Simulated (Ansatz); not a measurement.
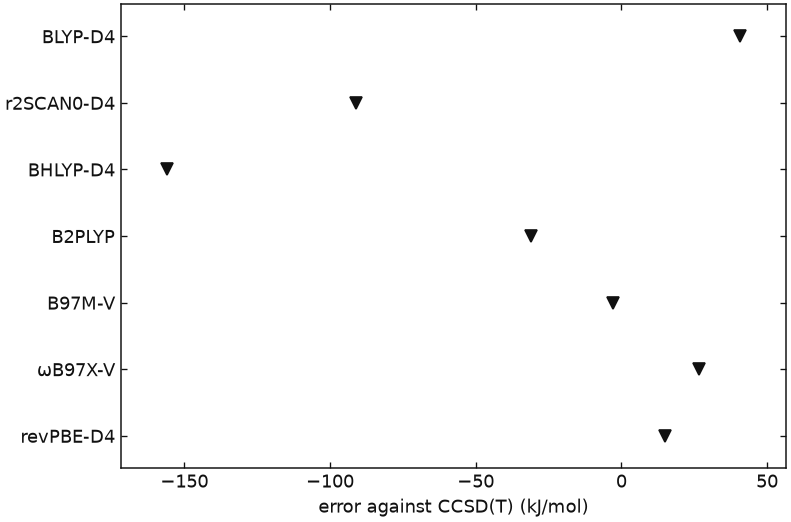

Error in the electronic atomisation energy (method less reference, so positive means overbinding) of CH₄F₂N₂, SMILES NC(N)(F)F: functionals in def2-TZVPP against frozen-core CCSD(T) at the limit (MP2 extrapolated from triple and quadruple zeta, plus CCSD(T) less MP2 in a smaller set), which gives 3334.6 kJ/mol, at a PBE0-D4/def2-TZVP geometry (a minimum by its frequencies), no zero-point or spin-orbit term, the Ansatz code. The reference leaves out core correlation, a term that grows with the number of heavy atoms. B2PLYP holds a correlation term that converges slowly with the basis, so part of the distance to the limit is basis error. No dispersion term is added to B2PLYP.

Question: Which of these levels overbind, and which underbind?

Answer: Overbind: BLYP-D4 and ωB97X-V. Underbind: r2SCAN0-D4, BHLYP-D4 and B2PLYP. Within 25 kJ/mol of zero, too close to call in view of what the reference leaves out: B97M-V and revPBE-D4.

Question: What range do the values span?

Answer: From −156.1 kJ/mol (BHLYP-D4) to 40.8 kJ/mol (BLYP-D4).
